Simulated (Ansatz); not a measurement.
Consider BClFH···SiH4.

The calculation's input:

```
crystal:
  periodic: [false, false, false]
  atoms:
    - { symbol: B, position_ang: [0.013071, -0.40616, -0.033916] }
    - { symbol: F, position_ang: [-0.131199, -0.984277, 1.133004] }
    - { symbol: Cl, position_ang: [1.592486, -0.459201, -0.809685] }
    - { symbol: H, position_ang: [-0.9299, 0.023637, -0.615372] }
    - { symbol: Si, position_ang: [0.504162, 2.511787, 1.085225] }
    - { symbol: H, position_ang: [1.797814, 2.792702, 1.745495] }
    - { symbol: H, position_ang: [0.627318, 2.699843, -0.374639] }
    - { symbol: H, position_ang: [-0.544732, 3.410232, 1.619699] }
    - { symbol: H, position_ang: [0.12228, 1.125337, 1.372689] }
basis:
  gaussian: { orbitals: def2-SVP }
hamiltonian:
  xc: hf
relax:
  f_tol: 0.03
  max_steps: 50
output:
  orbitals: {}
```

Command:

```sh
ansatz run input.yaml --threads 1 --pin off --max-ram 2048MiB --backend cpu --events-out ev --progress --plain --runs-dir out
```

The fields are those of the run's last geometry, not of the input's.

These are results of RHF/def2-SVP (Ansatz), not measurements.

Q: Predict the electron density and electron localisation function between the atoms.

A: B–F (1.30 Å): ρ is about 2.3 e/Å³ halfway; the ELF peaks at about 0.85 between the atoms (a polar covalent bond).
B–Cl (1.76 Å): the density is about 1.4 e/Å³ at the midpoint; the ELF peaks at about 0.95 between the atoms, as expected for a shared but strongly polarised pair.
B–H (1.19 Å): the density is about 1.3 e/Å³ at the midpoint; the ELF climbs to about 1 towards the hydrogen, as it does in any bond to H (an ordinary covalent bond to hydrogen).

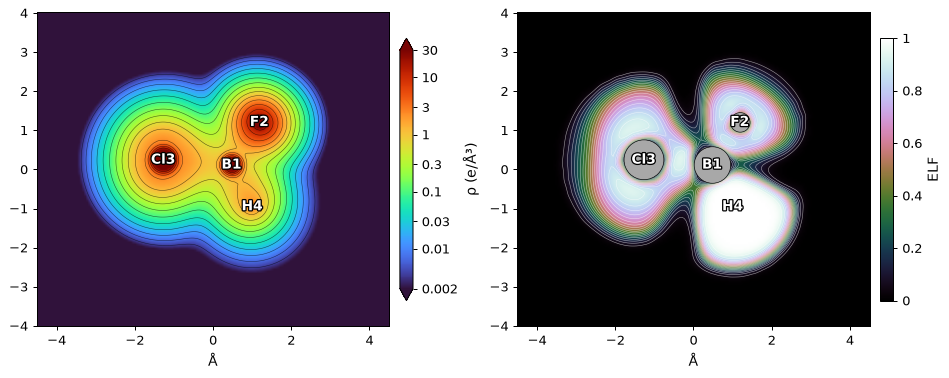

Computed electron density and electron localisation function on the plane of atoms F2, B1 and Cl3, in this order. Grey discs cover the atomic cores in the ELF map. 
